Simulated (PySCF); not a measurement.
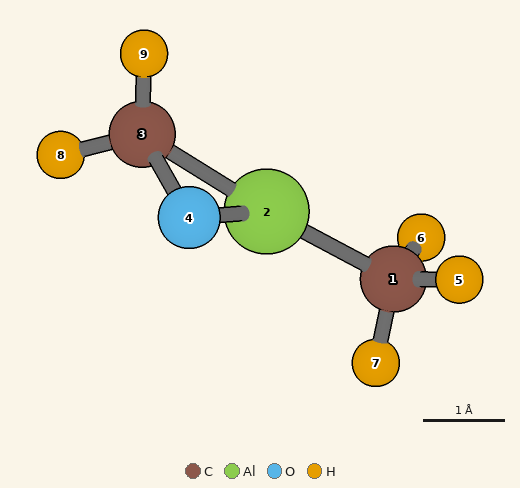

The input geometry (ball-and-stick view, seen at a tilt; atoms are numbered from 1 in the order of the input). Sticks mark near contacts. Bond lengths as drawn: Al–C 1.88 to 1.93 Å, Al–O 1.71 Å, C–H 1.09 Å and C–O 1.49 Å.

Single-point calculation of C$_{2}$H$_{5}$AlO

- system: C$_{2}$H$_{5}$AlO
- method: CAM-B3LYP/6-31G*, RKS (PySCF 2.14.0)

The geometry comes from this level: PBE0-D4/def2-TZVP.

Log:
```
converged SCF energy = -396.754774473417
Final energy -396.7547744734168
```

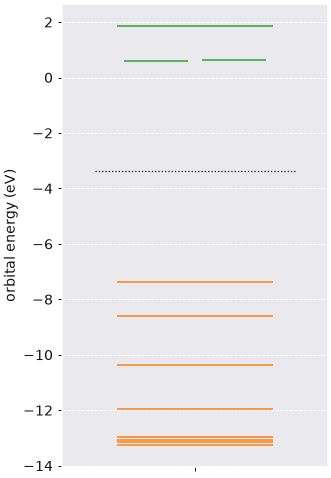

Orbital energies near the frontier; the dotted line parts filled from empty levels, and levels within 0.02 eV of each other stand side by side. Highest filled −7.36 eV, lowest empty 0.61 eV, 7.97 eV apart.

The run was set up as follows.

Input (job.py):
```python
from pyscf import gto, dft

system = gto.M(
    atom=[
    ('C', (-0.670900, 1.320200, -1.081500)),
    ('Al', (0.051300, -0.076700, 0.044200)),
    ('C', (0.678700, -1.280200, 1.349300)),
    ('O', (0.789300, -1.609500, -0.097900)),
    ('H', (0.039700, 1.575000, -1.872100)),
    ('H', (-0.900200, 2.226000, -0.517500)),
    ('H', (-1.591200, 0.976800, -1.562100)),
    ('H', (0.038500, -1.980500, 1.887700)),
    ('H', (1.653200, -1.197400, 1.832800)),
],
    max_memory=1860,
    verbose=3,
    basis='6-31g*',
    charge=0,
    spin=0,
)

calc0 = dft.RKS(system, xc='cam-b3lyp')
calc0.grids.level = 5
calc0.conv_tol = 1e-10
calc0.kernel()
if not calc0.converged:
    calc0 = calc0.newton().run(calc0.mo_coeff, calc0.mo_occ)

e_tot = calc0.e_tot
print('Final energy', e_tot)
```

Launch command:
```bash
OMP_NUM_THREADS=1 python job.py
```

Results in brief:

```tsv
quantity	value
outcome	converged
total energy	−396.754774 hartree
basis functions	70
HOMO	−7.36 eV
LUMO	0.61 eV
dipole moment	3.25 D
hardware	1 thread of Intel Xeon @ 2.70GHz, 189 GiB of memory available, shared host
wall time	25 s
peak memory	0.36 GiB
```
